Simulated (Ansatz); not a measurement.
Geometry relaxation of BNH4Cl2O (part 2 of 2)

Continued. System: BNH4Cl2O. Method: RKS PBE0/def2-SVP (Ansatz 0.2.0). It belongs to a series of runs on one base structure; here: end point B relaxed.

Geometry of the input (Å):
```
B  0.2107  0.5966  -0.2848
O  -0.0738  -0.3715  2.1264
H  -1.0330  -0.4888  2.1046
Cl 1.5933  -0.4019  -0.6965
Cl -1.4202  0.1540  -0.8008
N  0.4144  1.9228  0.3234
H  1.3507  2.2929  0.4316
H  -0.3245  2.6140  0.3106
H  0.0345  0.6043  2.1176
```

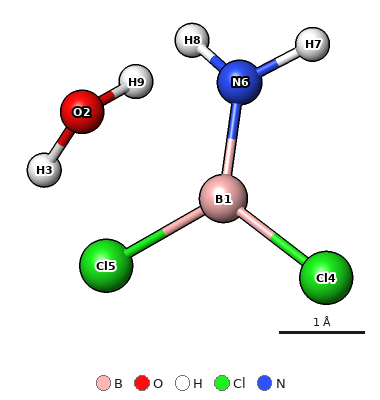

*The geometry at step 4 of the log (ball-and-stick view, seen at a tilt; atoms are numbered from 1 in the order of the input).*

The program's output, continued:
```
relax step   8: F+E_penalty+E_count = -29303.50519592 eV  Δ(F+E_penalty+E_count) = -1.268e-3 eV  max|allowed force component| = 8.445e-2 eV/Å  Δτ_max = 0.0411 Å  (29 SCF iters, accepted)
these checks for a lower state are left out or cut short: starts, cluster_reference, orbital_swaps, neighbouring_geometries, increment
1035 factors; integrals over basis functions are off by at most 6.9e-4 eV
mean field -29303.50557961 eV, -1076.8839674211 hartree, gradient 6.9e-6 eV, S^2 0.000000; 0 other end points of the search recorded, 0 dependent functions left out
the calculation of the forces begins
reference -29303.50560122 eV, -1076.8839682155 hartree; 29, 29 occupied and 69, 69 virtual orbitals, 1035 factors
relax step   9: F+E_penalty+E_count = -29303.50557961 eV  Δ(F+E_penalty+E_count) = -3.837e-4 eV  max|allowed force component| = 6.565e-2 eV/Å  Δτ_max = 0.0164 Å  (30 SCF iters, accepted)
these checks for a lower state are left out or cut short: starts, cluster_reference, orbital_swaps, neighbouring_geometries, increment
1035 factors; integrals over basis functions are off by at most 6.9e-4 eV
mean field -29303.50569310 eV, -1076.8839715917 hartree, gradient 6.9e-6 eV, S^2 0.000000; 0 other end points of the search recorded, 0 dependent functions left out
the calculation of the forces begins
reference -29303.50571474 eV, -1076.8839723869 hartree; 29, 29 occupied and 69, 69 virtual orbitals, 1035 factors
relax step  10: F+E_penalty+E_count = -29303.50569310 eV  Δ(F+E_penalty+E_count) = -1.135e-4 eV  max|allowed force component| = 2.582e-2 eV/Å  Δτ_max = 0.0103 Å  (29 SCF iters, accepted)
1035 factors; integrals over basis functions are off by at most 6.9e-4 eV
mean field evaluation 96: about -29303.5057 eV, gradient 2.9e-5 eV
mean field -29303.50569310 eV, -1076.8839715917 hartree, gradient 6.9e-6 eV, S^2 0.000000; 1 other end points of the search recorded, 0 dependent functions left out
the calculation of the forces begins
reference -29303.50571474 eV, -1076.8839723869 hartree; 29, 29 occupied and 69, 69 virtual orbitals, 1035 factors
Total energy: -29303.50571474 eV, -1076.8839723869 hartree
Atom 0 at     0.245871     0.669995    -0.383634 Å, force     0.009122    -0.003711     0.009917 eV/Å
Atom 1 at    -0.175936    -0.330174     2.437277 Å, force     0.025822     0.001120     0.019456 eV/Å
Atom 2 at    -0.993096    -0.554919     1.979530 Å, force    -0.025366    -0.004760    -0.014500 eV/Å
Atom 3 at     1.604733    -0.351066    -0.823195 Å, force     0.005836    -0.005232    -0.006590 eV/Å
Atom 4 at    -1.407637     0.146661    -0.747775 Å, force    -0.006303     0.000951    -0.003967 eV/Å
Atom 5 at     0.448227     1.911033     0.218195 Å, force    -0.023063     0.002617    -0.000340 eV/Å
Atom 6 at     1.376150     2.275134     0.393150 Å, force     0.004307     0.003509     0.000730 eV/Å
Atom 7 at    -0.308495     2.565367     0.371168 Å, force     0.009515     0.002865    -0.000564 eV/Å
Atom 8 at    -0.037817     0.590369     2.187284 Å, force     0.000130     0.002641    -0.004141 eV/Å
Dipole moment:    -0.090404     0.758607    -0.043650 e Å
```

Trajectory as extended XYZ (Å, eV, eV/Å), 10 frames, from step=1 to step=10:
```
9
Properties=species:S:1:pos:R:3:forces:R:3 step=1 energy=-29303.36663
B     0.2107    0.5966   -0.2848    0.3754   2.0955   0.8598
O    -0.0738   -0.3715    2.1264   -0.0659   0.7053   0.0897
H    -1.0330   -0.4888    2.1046    0.1342   0.0170  -0.0127
Cl    1.5933   -0.4019   -0.6965   -0.0188   0.0129  -0.0007
Cl   -1.4202    0.1540   -0.8008   -0.0229  -0.0044   0.0090
N     0.4144    1.9228    0.3234   -0.3021  -2.0808  -0.9235
H     1.3507    2.2929    0.4316   -0.0241   0.0013  -0.0015
H    -0.3245    2.6140    0.3106    0.0050  -0.0074  -0.0018
H     0.0345    0.6043    2.1176   -0.0809  -0.7396  -0.0182
9
Properties=species:S:1:pos:R:3:forces:R:3 step=2 energy=-29303.44923
B     0.2269    0.6214   -0.3060    0.1939   0.9857   0.3580
O    -0.0879   -0.3529    2.2444   -0.7672   0.7181  -0.2212
H    -1.0395   -0.4841    2.0538    0.7289  -0.0004   0.1573
Cl    1.6073   -0.3687   -0.7448   -0.0381  -0.0276   0.0013
Cl   -1.4153    0.1574   -0.7702   -0.0194  -0.0512  -0.0090
N     0.4209    1.8920    0.3181   -0.1453  -0.8936  -0.5452
H     1.3543    2.2706    0.4199   -0.0071   0.0206   0.0563
H    -0.3256    2.5759    0.3358    0.0206   0.0021   0.0424
H     0.0109    0.6109    2.0810    0.0336  -0.7537   0.1602
9
Properties=species:S:1:pos:R:3:forces:R:3 step=3 energy=-29303.45148
B     0.2367    0.6733   -0.3978   -0.0260  -0.1253   0.1968
O    -0.1321   -0.3547    2.4336   -1.2414   1.0658  -1.0933
H    -1.0346   -0.4856    2.0349    1.2714   0.0013   0.6371
Cl    1.6091   -0.3520   -0.7814   -0.0411   0.0263  -0.0732
Cl   -1.4102    0.1669   -0.8078    0.0422  -0.0031  -0.0691
N     0.4178    1.8871    0.2695    0.0845   0.1332  -0.1574
H     1.3486    2.2561    0.4338   -0.0911  -0.0088   0.0220
H    -0.3318    2.5664    0.3355    0.0489  -0.0366   0.0717
H     0.0485    0.5648    2.1117   -0.0474  -1.0529   0.4654
9
Properties=species:S:1:pos:R:3:forces:R:3 step=4 energy=-29303.32644 accepted=F
B     0.2192    0.6306   -0.3211    0.1927   0.7954  -0.2291
O    -0.2227   -0.2508    2.5356   -1.3606   0.5628  -2.7828
H    -0.9500   -0.5278    1.8687    1.6422   0.4793   1.8550
Cl    1.5920   -0.3558   -0.8018   -0.0920  -0.0386   0.1557
Cl   -1.4243    0.1626   -0.7816    0.0379  -0.0985   0.1423
N     0.4196    1.8845    0.2990   -0.0216  -0.6924  -0.3179
H     1.3528    2.2598    0.4209   -0.0329  -0.0006   0.0568
H    -0.3308    2.5602    0.3667   -0.0160   0.0017   0.1031
H     0.0963    0.5591    2.0456   -0.3497  -1.0092   1.0169
9
Properties=species:S:1:pos:R:3:forces:R:3 step=5 energy=-29303.49408
B     0.2461    0.6658   -0.3752    0.0358   0.0247   0.1650
O    -0.1770   -0.3447    2.4055   -0.3977   0.4940  -0.4111
H    -1.0431   -0.4872    1.9809    0.4937   0.0271   0.2558
Cl    1.6171   -0.3413   -0.8059   -0.0018  -0.0042  -0.0519
Cl   -1.4035    0.1238   -0.7227   -0.0120   0.0216  -0.0741
N     0.4386    1.9020    0.2488   -0.0622  -0.0315  -0.1242
H     1.3668    2.2786    0.3994   -0.0399   0.0116   0.0105
H    -0.3238    2.5580    0.3747    0.0737  -0.0268   0.0279
H     0.0308    0.5674    2.1265   -0.0895  -0.5165   0.2021
9
Properties=species:S:1:pos:R:3:forces:R:3 step=6 energy=-29303.50096
B     0.2446    0.6578   -0.3799    0.0298   0.1401  -0.1232
O    -0.1734   -0.3118    2.4510   -0.2541   0.0483  -0.2048
H    -0.9974   -0.5500    1.9961    0.3085   0.1309   0.1659
Cl    1.6092   -0.3406   -0.8529    0.0042  -0.0447   0.0433
Cl   -1.4050    0.1505   -0.7847    0.0209  -0.0147   0.0741
N     0.4471    1.8969    0.2308   -0.1385  -0.0250   0.0211
H     1.3755    2.2628    0.4006   -0.0148   0.0033   0.0134
H    -0.3143    2.5487    0.3860    0.1019  -0.0481  -0.0139
H    -0.0344    0.6081    2.1851   -0.0578  -0.1901   0.0241
9
Properties=species:S:1:pos:R:3:forces:R:3 step=7 energy=-29303.50393
B     0.2524    0.6698   -0.3932    0.0014   0.0546  -0.0433
O    -0.2010   -0.3246    2.4804   -0.1149   0.0072  -0.1280
H    -0.9966   -0.5642    1.9852    0.1496   0.0690   0.0935
Cl    1.6126   -0.3368   -0.8603    0.0071  -0.0252   0.0216
Cl   -1.4014    0.1466   -0.7552   -0.0031  -0.0190   0.0229
N     0.4540    1.9083    0.2141   -0.0554   0.0178   0.0224
H     1.3820    2.2783    0.3786   -0.0167  -0.0022   0.0081
H    -0.3068    2.5577    0.3767    0.0619  -0.0340  -0.0051
H    -0.0432    0.5872    2.2057   -0.0299  -0.0684   0.0079
9
Properties=species:S:1:pos:R:3:forces:R:3 step=8 energy=-29303.50520
B     0.2506    0.6703   -0.3890    0.0133   0.0017   0.0497
O    -0.1824   -0.3240    2.4437   -0.0447   0.0627  -0.0473
H    -0.9949   -0.5622    1.9807    0.0547   0.0157   0.0294
Cl    1.6093   -0.3445   -0.8427    0.0069  -0.0069  -0.0116
Cl   -1.4042    0.1415   -0.7364   -0.0159  -0.0014  -0.0186
N     0.4536    1.9079    0.2203   -0.0300   0.0114  -0.0236
H     1.3819    2.2761    0.3855   -0.0072   0.0008   0.0063
H    -0.3052    2.5586    0.3806    0.0240   0.0005  -0.0018
H    -0.0567    0.5988    2.1892   -0.0012  -0.0844   0.0176
9
Properties=species:S:1:pos:R:3:forces:R:3 step=9 energy=-29303.50558
B     0.2480    0.6699   -0.3846    0.0121   0.0052   0.0116
O    -0.1811   -0.3254    2.4442   -0.0137   0.0550  -0.0336
H    -0.9940   -0.5602    1.9815    0.0258   0.0103   0.0156
Cl    1.6068   -0.3474   -0.8325    0.0067  -0.0084  -0.0040
Cl   -1.4060    0.1448   -0.7427   -0.0097  -0.0013  -0.0062
N     0.4507    1.9097    0.2201   -0.0294   0.0013  -0.0062
H     1.3790    2.2758    0.3902   -0.0032   0.0027   0.0035
H    -0.3071    2.5625    0.3755    0.0195   0.0009   0.0007
H    -0.0442    0.5929    2.1803   -0.0080  -0.0656   0.0186
9
Properties=species:S:1:pos:R:3:forces:R:3 step=10 energy=-29303.50569
B     0.2459    0.6700   -0.3836    0.0091  -0.0037   0.0099
O    -0.1759   -0.3302    2.4373    0.0258   0.0011   0.0195
H    -0.9931   -0.5549    1.9795   -0.0254  -0.0048  -0.0145
Cl    1.6047   -0.3511   -0.8232    0.0058  -0.0052  -0.0066
Cl   -1.4076    0.1467   -0.7478   -0.0063   0.0010  -0.0040
N     0.4482    1.9110    0.2182   -0.0231   0.0026  -0.0003
H     1.3761    2.2751    0.3931    0.0043   0.0035   0.0007
H    -0.3085    2.5654    0.3712    0.0095   0.0029  -0.0006
H    -0.0378    0.5904    2.1873    0.0001   0.0026  -0.0041
```

Key numbers:

```tsv
quantity	value
outcome	converged
total energy	−29303.5057 eV
mean-field energy	−29303.5057 eV
largest force (length of the vector) at the end	0.032 eV/Å
hardware	2 threads of AMD EPYC (Zen 3), 32 GiB of memory available, shared host
wall time	21 s (CPU time 41 s)
peak memory	0.21 GiB
```
